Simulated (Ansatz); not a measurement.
CH$_{5}$Si$_{2}$ (SMILES [SiH2]=[C][SiH3]) (doublet)

```yaml
atoms:
  - { symbol: Si, position_ang: [-0.7532, 1.3929, -1.1590] }
  - { symbol: C, position_ang: [-0.0994, 0.2116, -0.1434] }
  - { symbol: Si, position_ang: [0.5946, -1.0906, 0.9181] }
  - { symbol: H, position_ang: [-2.2138, 1.5757, -1.3444] }
  - { symbol: H, position_ang: [0.0845, 2.3428, -1.9318] }
  - { symbol: H, position_ang: [-0.3499, -2.2433, 1.0040] }
  - { symbol: H, position_ang: [1.8835, -1.5889, 0.3540] }
  - { symbol: H, position_ang: [0.8537, -0.6001, 2.3025] }
```

Level of theory: Ansatz 0.2.0, UKS PBE0-D4/6-31G*.

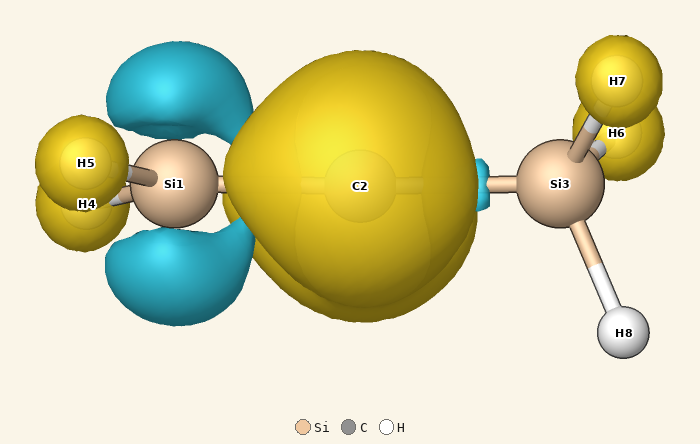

Figure 1. Isosurfaces of the spin density (α minus β) at +0.02 (yellow) and −0.02 e/Å³ (cyan), seen from one side.

Question: Where is the unpaired spin?

Answer: The unpaired spin (1 electron) lies mostly on C2 (about 0.8) and Si3 (about 0.1), in electrons by Hirshfeld's partition.

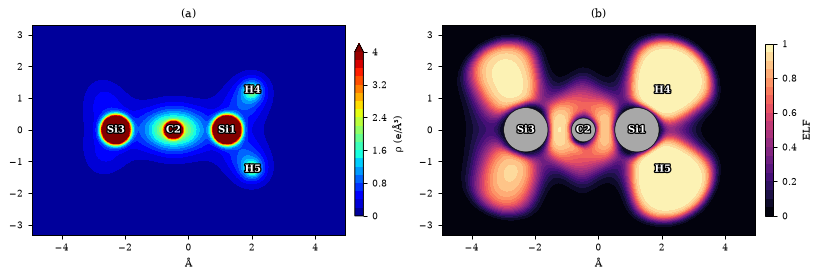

Figure 2. (a) electron density; (b) electron localisation function on the plane of atoms C2, Si1 and H5. Grey discs cover the atomic cores in the ELF map.

Question: What does the map show?

Answer: Atoms in the plane: Si, C and H.
C–Si (1.69 Å): ρ at the midpoint is about 1.1 e/Å³; the ELF peaks at about 0.90 between the atoms, as expected for localised, covalent bonding.
Si–H (1.48 Å): the density is about 0.79 e/Å³ at the midpoint; the ELF climbs to about 1 towards the hydrogen, as it does in any bond to H.
C–Si (1.82 Å): the density is about 0.98 e/Å³ at the midpoint; the ELF peaks at about 0.95 between the atoms; a shared electron pair.

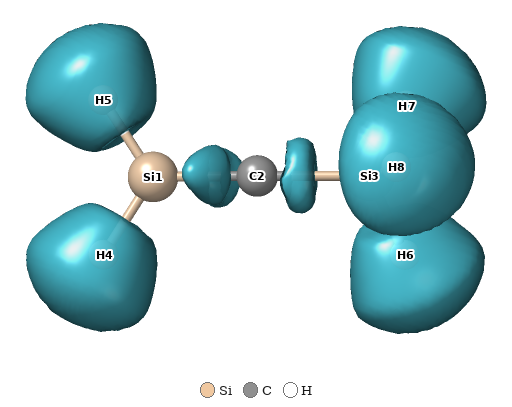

Figure 3. Isosurface of the electron localisation function at 0.85 (cyan), seen across its widest extent. Core shells and regions of very low density are left out.

Question: Describe the localisation domains.

Answer: The ELF exceeds this value in two regions between bonded C–Si atoms (shared pairs) and five regions around hydrogen nuclei.
